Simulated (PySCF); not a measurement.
C6H8F6 (SMILES FC(F)(F)CCCCC(F)(F)F)

The calculation's input:

```
{"job": {"xc": "PBE0", "basis": "6-31G*", "kind": "nmr", "pop": true}, "charge": 0, "multiplicity": 1}
F      3.278458     0.556527     1.215020
C      3.156319     0.224728    -0.079246
F      3.269754     1.365896    -0.775567
F      4.230521    -0.517709    -0.386146
C      1.859850    -0.503512    -0.369185
C      0.653690     0.365678    -0.013512
C     -0.654170    -0.364231    -0.307001
C     -1.860950     0.504840     0.046881
C     -3.156500    -0.223731    -0.246755
F     -4.231904     0.518652     0.056110
F     -3.274528    -0.556581    -1.541146
F     -3.271559    -1.364454     0.450166
H      1.856340    -0.759120    -1.430177
H      1.862634    -1.425129     0.215446
H      0.695387     1.291243    -0.591109
H      0.698827     0.626761     1.045652
H     -0.695842    -1.289153     0.271540
H     -0.698853    -0.626563    -1.365869
H     -1.860322     0.759700     1.108112
H     -1.862299     1.426836    -0.537169
```

Run with:

```sh
OMP_NUM_THREADS=1 python ens_run.py task.json out
```

Geometry: GFN2-xTB.

Theory: PBE0/6-31G*, SCF density, gas phase, non-relativistic (PySCF).

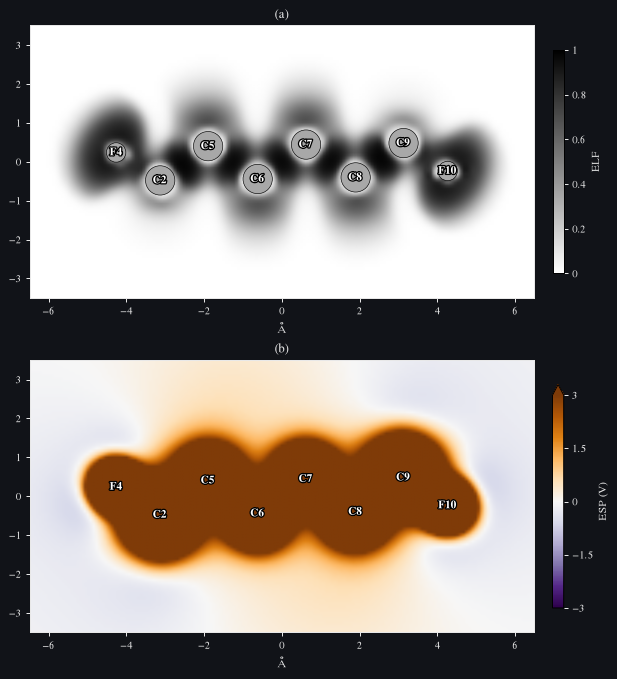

Figure 1. (a) electron localisation function; (b) electrostatic potential on the plane of atoms C2, C5 and C6. Grey discs cover the atomic cores in the ELF map.

> What does the map show?

- Atoms in the plane: C and F.
- C–F (1.34 Å): the ELF peaks at about 0.85 between the atoms: a shared but strongly polarised pair.
- C–C (1.52 Å): the ELF peaks at about 1 between the atoms, as expected for localised, covalent bonding.
- The ELF also peaks beside F10 and F4, away from the bonds: lone-pair regions.
- Outside the dense part of the molecule the potential is most negative (−0.6 V) near F4 and F10.

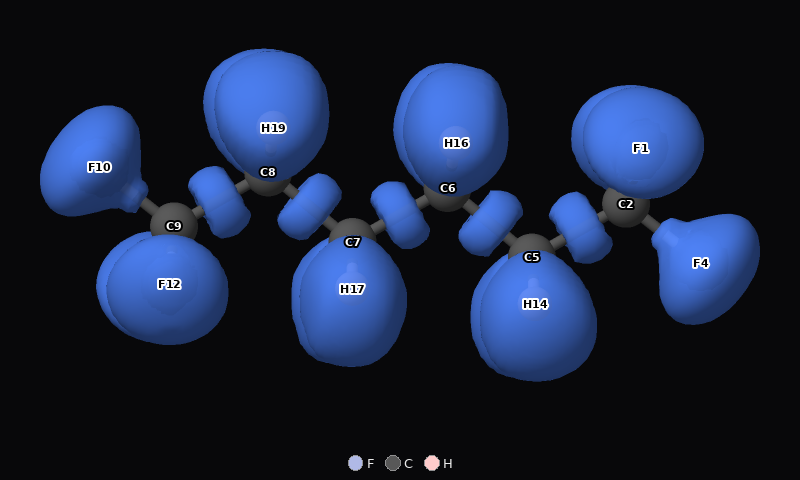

Figure 2. Isosurface of the electron localisation function at 0.75 (blue), seen across its widest extent. Core shells and regions of very low density are left out.

> Identify the bonds, lone pairs and shells in this picture.

At this value the surface marks out five regions between bonded C–C atoms (shared pairs), eight regions around hydrogen nuclei and six regions on F in which the atom's valence shell and bonds are merged.

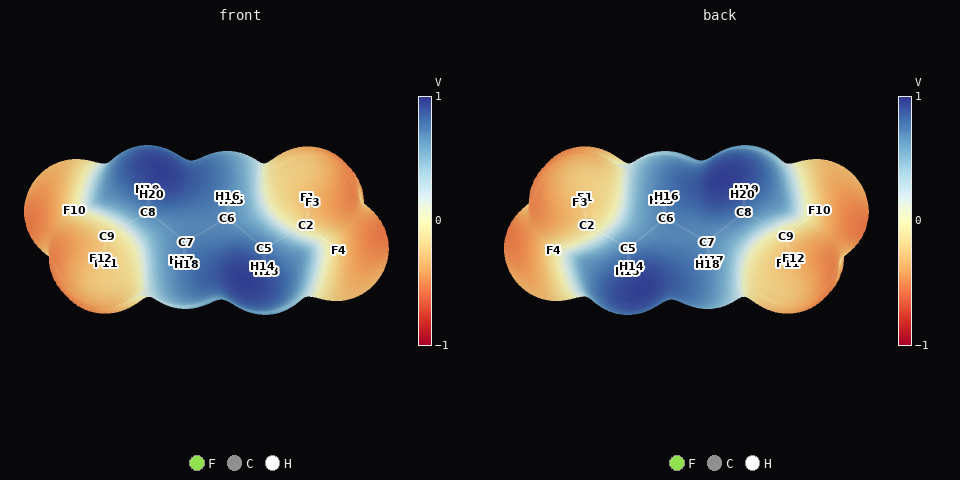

Figure 3. The electrostatic potential painted on the density surface at 0.001 e/bohr³, seen from the front and from behind; the colour scale runs from red (negative) to blue (positive).

> Describe the electrostatic potential map.

The most negative region (about −0.5 V) lies over the F atoms, the most positive (about +1.0 V) over H13, H14, H19 and H20.

> What dipole moment does the calculation give?

Its dipole moment is zero.
